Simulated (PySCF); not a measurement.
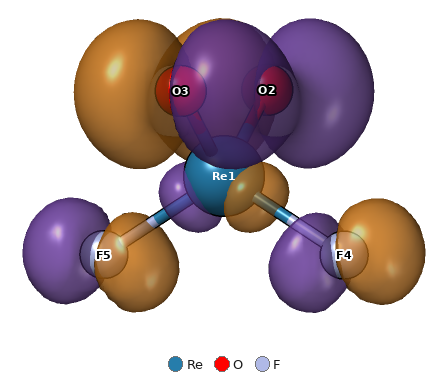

*F2O2Re (charge +1). The HOMO−1 at ±0.1 Å⁻³ᐟ² (orange and purple are the two phases), seen at a tilt.*

Core potentials replace the inner electrons of Re.

These are results of RKS TPSS, Re def2-SVP with ECP60, O def2-SVP, F def2-SVP; non-relativistic Hamiltonian with scalar-relativistic core potentials where named; density fitting in PySCF, not measurements.

```json
{"atom": "Re", "x (Å)": "0.0000", "y (Å)": "0.0000", "z (Å)": "-0.0451"}
{"atom": "O", "x (Å)": "0.9406", "y (Å)": "0.9406", "z (Å)": "0.9761"}
{"atom": "O", "x (Å)": "-0.9406", "y (Å)": "-0.9406", "z (Å)": "0.9761"}
{"atom": "F", "x (Å)": "1.0991", "y (Å)": "-1.0991", "z (Å)": "-0.9846"}
{"atom": "F", "x (Å)": "-1.0991", "y (Å)": "1.0991", "z (Å)": "-0.9846"}
```

Describe this orbital and give its energy.

Answer. Its weight (Hirshfeld) is mainly on O2 (about 30 %), O3 (about 30 %), Re1 (about 15 %), F4 (about 10 %) and F5 (about 10 %); largely a combination of lone pairs on O2, O3, F4 and F5. Its energy is −16.96 eV.
